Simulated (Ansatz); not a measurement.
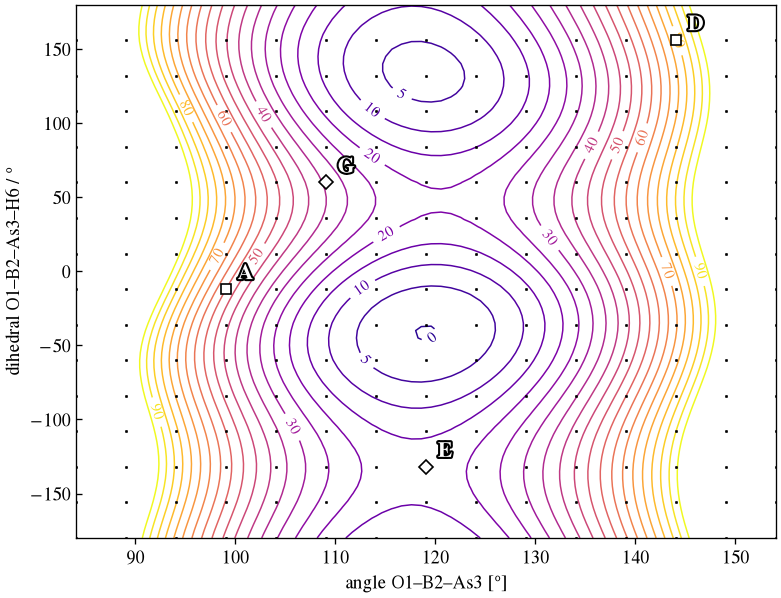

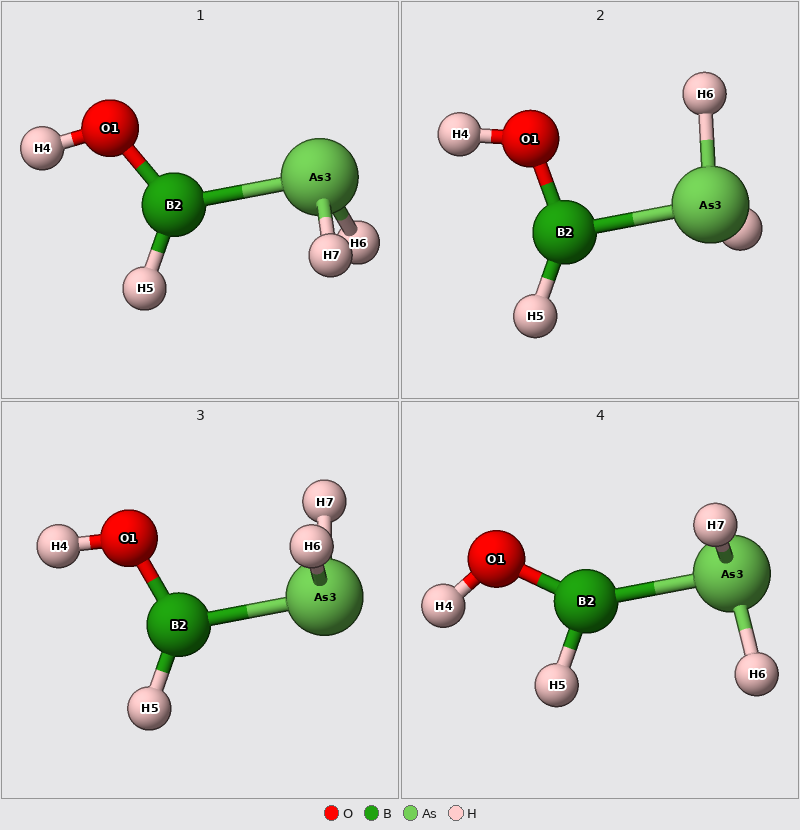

AsBH₄O, SMILES OB[AsH2]. First axis: angle O1–B2–As3. Second axis: dihedral O1–B2–As3–H6. Nothing is relaxed (all other coordinates rigid). Grid: 15 × 15 points. Energies are in kJ/mol, from the lowest grid point. Method: Ansatz, RKS PBE0-D4/def2-TZVP.

Drawn: contour lines labelled in kJ/mol (none above 95), dots at the grid points, lettered points. Between grid points the surface is interpolated. The numbered pictures are the structures at these points, in random order.

Which structure belongs to which point?

Answer. A is structure 2: angle O1–B2–As3 = 99.1°, dihedral O1–B2–As3–H6 = −12°, 55 kJ/mol; D is structure 4: angle O1–B2–As3 = 144.1°, dihedral O1–B2–As3–H6 = 156°, 79 kJ/mol; E is structure 1: angle O1–B2–As3 = 119.1°, dihedral O1–B2–As3–H6 = −132°, 17 kJ/mol; G is structure 3: angle O1–B2–As3 = 109.1°, dihedral O1–B2–As3–H6 = 60°, 34 kJ/mol.
